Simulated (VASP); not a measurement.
Band structure of CuAu (L1_0). These are vdW-DF-cx, VASP's PBE PAW potentials (set 64) (plane waves; VASP) values and carry that method's errors.

Unless said otherwise, spin-orbit coupling is left out, though it shifts the bands of the heavy elements here.

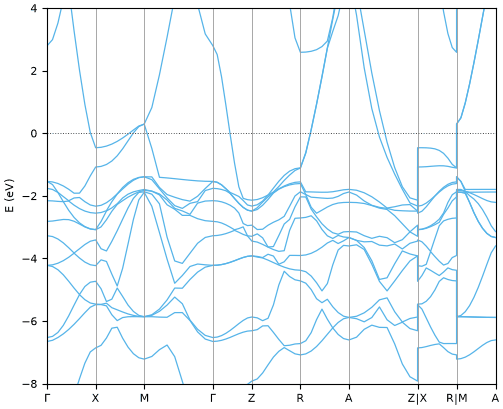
Fig. 1. Bands along high-symmetry lines, zero at the valence-band maximum or, without a gap, the Fermi level

**Question.** Read the plot: is there a gap, and where are the band edges?

**Answer.** It has no gap at this level: it comes out as a metal or semimetal. (Edges off the drawn lines would not show.)

The compound is CuAu in the L1_0 structure. It was relaxed first.
